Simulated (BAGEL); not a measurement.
# One shape, several levels: singlet [BCl2]+

Aim: a comparison of 6 runs (HF/def2-TZVP, B3LYP/6-31G*, B3LYP/def2-TZVP, PBE0/def2-TZVP, RI-MP2/def2-TZVP, FCI/STO-3G) of singlet [BCl2]+. 

The calculation is run with BAGEL 1.2.2.

3 further runs of the same task are left out: 3 set aside as unsound or not needed. Runs told in other sessions of the task aren't counted.

### 1 Starting point

The species is [BCl2]+ (3 atoms), meant as a singlet with charge +1. SMILES of the parent species: `Cl[B]Cl`. The coordinates come from a PBE0-D4/def2-TZVP relaxation. That shape belongs to the parent species and isn't relaxed for this state.

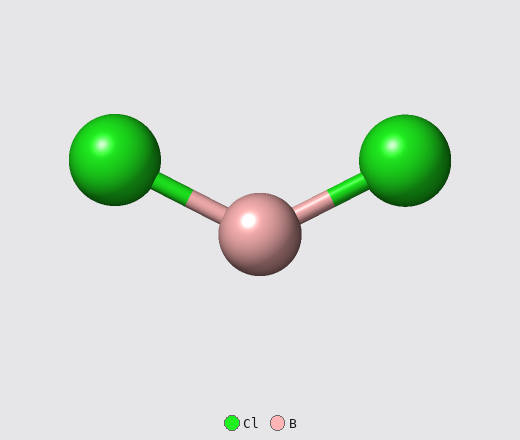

The structure, seen from a chosen angle (chlorine green, boron pink).

### 2 The energy at HF/def2-TZVP (density fitting with qzvpp-jkfit) (run 1)

Input file calc.json:

```json
{ "bagel" : [

{
  "title" : "molecule",
  "basis" : "def2-tzvp.json",
  "df_basis" : "qzvpp-jkfit",
  "angstrom" : true,
  "geometry" : [
    { "atom" : "Cl", "xyz" : [    0.371500,   -1.525600,    0.030000 ] },
    { "atom" : "B", "xyz" : [   -0.463900,   -0.050300,   -0.256900 ] },
    { "atom" : "Cl", "xyz" : [    0.081500,    1.511100,    0.213700 ] }
  ]
},
{ "title" : "hf", "charge" : 1 },
{ "title" : "print", "file" : "orbitals.molden", "orbitals" : true }

]}
```

The basis set def2-TZVP is read from a file made from the Basis Set Exchange's data (not shown).

Started as:

```
$ BAGEL_NUM_THREADS=1 BAGEL calc.json > calc.out
```

What it wrote:

```text
* using 1 threads per process

  ===============================================================
  ===============================================================

  *** Geometry ***

  { "atom" : "Cl", "xyz" : [      0.702033,     -2.882966,      0.056692 ] },
  { "atom" : "B", "xyz" : [     -0.876644,     -0.095053,     -0.485471 ] },
  { "atom" : "Cl", "xyz" : [      0.154013,      2.855565,      0.403834 ] },

  Number of auxiliary basis functions:      331

  Since a DF basis is specified, we compute 2- and 3-index integrals:
    o Being stored without compression. Storage requirement is 0.029 GB

  Number of basis functions:      105
  Number of electrons      :       39

    * METHOD: MOLECULE                             0.21

  *** RHF ***

  === Nuclear Repulsion ===
   102.3590784618

      * DIIS with orbital gradients will be used.

  === RHF iteration (def2-tzvp.json) ===
      0       -943.28310936          0.01561743           0.06
      1       -943.36252075          0.01114968           0.06
      2       -943.41221781          0.00107897           0.06
      3       -943.41324504          0.00021950           0.06
      4       -943.41327789          0.00006311           0.06
      5       -943.41328083          0.00001504           0.06
      6       -943.41328112          0.00000477           0.06
      7       -943.41328115          0.00000180           0.06
      8       -943.41328115          0.00000091           0.06
      9       -943.41328115          0.00000023           0.06
     10       -943.41328115          0.00000007           0.06
     11       -943.41328115          0.00000003           0.06
     12       -943.41328115          0.00000001           0.06
    * SCF iteration converged.

    * Permanent dipole moment:
           (    0.776238,     0.048491,     0.425850) a.u.

    * METHOD: HF                                   0.97

    * METHOD: PRINT                                0.03

  ===============================================================
```

Run time: 1.4 s. Hardware: 1 thread of Arm Neoverse N1, shared host; peak memory 0.1 GiB.

### 3 The energy at B3LYP/6-31G(d) (density fitting with qzvpp-jkfit, spherical functions) (run 2)

Input file job.json:

```json
{ "bagel": [

{
  "title": "molecule",
  "basis": "6-31gs.json",
  "df_basis": "qzvpp-jkfit",
  "angstrom": true,
  "geometry": [
    { "atom": "Cl", "xyz": [       0.371500,      -1.525600,       0.030000 ] },
    { "atom": "B", "xyz": [      -0.463900,      -0.050300,      -0.256900 ] },
    { "atom": "Cl", "xyz": [       0.081500,       1.511100,       0.213700 ] }
  ]
},

{
  "title": "ks",
  "xc_func": "b3lyp",
  "charge": 1
},

{
  "title": "print",
  "file": "orbitals.molden",
  "orbitals": true
}

]}
```

The basis set 6-31G* is read from a file made from the Basis Set Exchange's data (not shown).

Started as:

```
$ BAGEL_NUM_THREADS=1 BAGEL job.json > job.out
```

What it wrote:

```text
* using 1 threads per process

  ===============================================================
  ===============================================================

  *** Geometry ***

  { "atom" : "Cl", "xyz" : [      0.702033,     -2.882966,      0.056692 ] },
  { "atom" : "B", "xyz" : [     -0.876644,     -0.095053,     -0.485471 ] },
  { "atom" : "Cl", "xyz" : [      0.154013,      2.855565,      0.403834 ] },

  Number of auxiliary basis functions:      331

  Since a DF basis is specified, we compute 2- and 3-index integrals:
    o Being stored without compression. Storage requirement is 0.007 GB

  Number of basis functions:       50
  Number of electrons      :       39

    * METHOD: MOLECULE                             0.14

  *** Kohn-Sham DFT ***

    * Removing 4104 points whose weight is below 1.00e-10
    * Grid points: 40614

  === Nuclear Repulsion ===
   102.3590784618

       - DIIS with orbital gradients will be used.

  === KS iteration (b3lyp / 6-31gs.json) ===
      0       -936.59795812          0.11394108           0.13
      1       -937.84243194          0.12768489           0.11
      2       -941.63602434          0.09110798           0.09
[... 14 lines of this table left out ...]
     17       -944.91446256          0.00000001           0.09
    * SCF iteration converged.

    * Permanent dipole moment:
           (    0.596893,     0.037302,     0.327459) a.u.

    * METHOD: KS                                   1.91

    * METHOD: PRINT                                0.01

  ===============================================================
```

Wall time 2.2 s (1 thread of Arm Neoverse N1, shared host); peak memory 0.14 GiB.

### 4 The energy at B3LYP/def2-TZVP (density fitting with qzvpp-jkfit) (run 3)

Input file job.json:

```json
{ "bagel" : [

{
  "title" : "molecule",
  "basis" : "def2-tzvp.json",
  "df_basis" : "qzvpp-jkfit",
  "angstrom" : true,
  "geometry" : [
    { "atom" : "Cl", "xyz" : [       0.371500,      -1.525600,       0.030000 ] },
    { "atom" : "B", "xyz" : [      -0.463900,      -0.050300,      -0.256900 ] },
    { "atom" : "Cl", "xyz" : [       0.081500,       1.511100,       0.213700 ] }
  ]
},

{ "title" : "ks", "xc_func" : "b3lyp", "charge" : 1 },

{ "title" : "print", "file" : "orbitals.molden", "orbitals" : true }

]}
```

The basis set def2-TZVP is read from a file made from the Basis Set Exchange's data (not shown).

Started as:

```
$ BAGEL_NUM_THREADS=1 BAGEL job.json > job.out
```

What it wrote:

```text
* using 1 threads per process

  ===============================================================
  ===============================================================

  *** Geometry ***

  { "atom" : "Cl", "xyz" : [      0.702033,     -2.882966,      0.056692 ] },
  { "atom" : "B", "xyz" : [     -0.876644,     -0.095053,     -0.485471 ] },
  { "atom" : "Cl", "xyz" : [      0.154013,      2.855565,      0.403834 ] },

  Number of auxiliary basis functions:      331

  Since a DF basis is specified, we compute 2- and 3-index integrals:
    o Being stored without compression. Storage requirement is 0.029 GB

  Number of basis functions:      105
  Number of electrons      :       39

    * METHOD: MOLECULE                             0.21

  *** Kohn-Sham DFT ***

    * Removing 4104 points whose weight is below 1.00e-10
    * Grid points: 40614

  === Nuclear Repulsion ===
   102.3590784618

       - DIIS with orbital gradients will be used.

  === KS iteration (b3lyp / def2-tzvp.json) ===
      0       -855.58300832          0.23947106           0.26
      1       -898.24395603          0.54899045           0.25
      2       -928.47279343          0.15338933           0.25
[... 14 lines of this table left out ...]
     17       -944.99518858          0.00000000           0.25
    * SCF iteration converged.

    * Permanent dipole moment:
           (    0.570378,     0.035649,     0.312918) a.u.

    * METHOD: KS                                   4.78

    * METHOD: PRINT                                0.04

  ===============================================================
```

It took 5.4 s on 1 thread of Arm Neoverse N1, shared host; peak memory 0.23 GiB.

Runs 4 to 5 aren't shown in full; the table further down has their settings and results.

### 5 A single-point energy at FCI/STO-3G (density fitting with qzvpp-jkfit) (run 6)

Input file input.json:

```json
{ "bagel" : [

{
  "title" : "molecule",
  "basis" : "sto-3g",
  "df_basis" : "qzvpp-jkfit",
  "angstrom" : "true",
  "geometry" : [
    { "atom" : "Cl", "xyz" : [    0.371500,   -1.525600,    0.030000 ] },
    { "atom" : "B", "xyz" : [   -0.463900,   -0.050300,   -0.256900 ] },
    { "atom" : "Cl", "xyz" : [    0.081500,    1.511100,    0.213700 ] }
  ]
},
{ "title" : "hf", "charge" : 1 },
{ "title" : "fci", "nstate" : 1, "charge" : 1, "ncore" : 11 }

]}
```

Started as:

```
$ BAGEL_NUM_THREADS=1 BAGEL input.json > input.out
```

What it wrote:

```text
* using 1 threads per process

  ===============================================================
  ===============================================================

  *** Geometry ***

  { "atom" : "Cl", "xyz" : [      0.702033,     -2.882966,      0.056692 ] },
  { "atom" : "B", "xyz" : [     -0.876644,     -0.095053,     -0.485471 ] },
  { "atom" : "Cl", "xyz" : [      0.154013,      2.855565,      0.403834 ] },

  Number of auxiliary basis functions:      331

[... 21 lines left out ...]
    * SCF iteration converged.
[... 1 line left out ...]
    * Permanent dipole moment:
[... 37 lines left out ...]
     * ci vector, state   0, <S^2> = 0.0000
       22222222....     0.9477296702
       22222.222...    -0.0873057868
       22222b22a...    -0.0728136359
       22222a22b...    -0.0728136359
       2222.222.2..    -0.0556902749
       2222b222.a..     0.0543635987
       2222a222.b..     0.0543635987

    * METHOD: FCI                                 11.82

  ===============================================================
```

Run time: 12 s. Hardware: 1 thread of Arm Neoverse N1, shared host; peak memory 0.42 GiB.

### 6 All runs side by side

| run | level | frozen core orbitals | number of roots | energy (Eh) | HOMO energy (eV) | LUMO energy (eV) | HOMO–LUMO gap (eV) | wall time |
| --- | --- | --- | --- | --- | --- | --- | --- | --- |
| 1 | HF/def2-TZVP (density fitting with qzvpp-jkfit) | – | – | -943.413281 | -19.44 | -7.46 | 11.99 | 1.4 s |
| 2 | B3LYP/6-31G* (density fitting with qzvpp-jkfit, spherical functions) | – | – | -944.914463 | -16.08 | -11.34 | 4.73 | 2.2 s |
| 3 | B3LYP/def2-TZVP (density fitting with qzvpp-jkfit) | – | – | -944.995189 | -16.00 | -11.25 | 4.76 | 5.4 s |
| 4 | PBE0/def2-TZVP (density fitting with qzvpp-jkfit) | – | – | -944.625298 | -16.29 | -11.02 | 5.27 | 5.1 s |
| 5 | RI-MP2/def2-TZVP (density fitting with qzvpp-jkfit) | 11 | – | -943.857662 | – | – | – | 1.5 s |
| 6 | FCI/STO-3G (density fitting with qzvpp-jkfit) | 11 | 1 | -933.336728 | – | – | – | 12 s |

### 7 What came out

| quantity | value |
| --- | --- |
| run 6: total energy | -933.33673 Eh |

**Reading.** Over runs 1, 2, 3, 4 the HOMO–LUMO gap runs from 4.73 eV (B3LYP/6-31G*) to 11.99 eV (HF/def2-TZVP). The two ends differ in method and basis. Totals of different functionals can't be ranked against each other. In run 6 the basis is minimal, so the values are rough. All runs together took 28 s, the longest 12 s.
